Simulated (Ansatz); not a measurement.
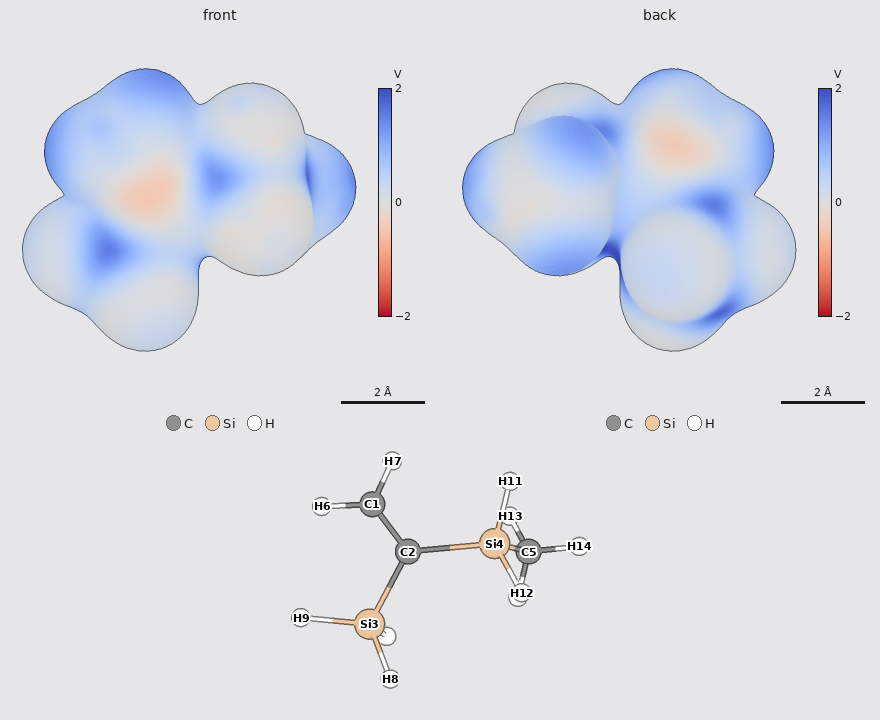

Figure 1: C3H10Si2 (SMILES C=C([SiH3])[SiH2]C). The molecular electrostatic potential painted on the density surface at 0.004 e/bohr³, seen from the front and from behind; red is negative and blue positive. The bare structure is drawn below in the same view.

Geometry: PBE0-D4/def2-TZVP.

The calculation used Ansatz 0.2.0, RKS PBE0-D4/def2-TZVPP.

```xyz
15

C    -0.1090    1.0435    1.8288
C    -0.3598    0.2980    0.7471
Si   -1.9518    0.5611   -0.1864
Si    0.8898   -0.9792    0.1988
C     1.5054   -0.6306   -1.5326
H    -0.8009    1.8037    2.1889
H     0.8033    0.9289    2.4127
H    -2.7451   -0.6974   -0.2366
H    -2.7523    1.6249    0.4784
H    -1.6767    0.9657   -1.5931
H     2.0190   -0.9636    1.1720
H     0.2573   -2.3289    0.2283
H     1.9746    0.3545   -1.5863
H     2.2415   -1.3779   -1.8386
H     0.6832   -0.6536   -2.2520
```

Q: Where is the surface potential most negative and most positive?

A: The most negative region (about −0.4 V) lies over the π face of C1 and C2, the most positive (about +1.9 V) over Si3 and Si4.
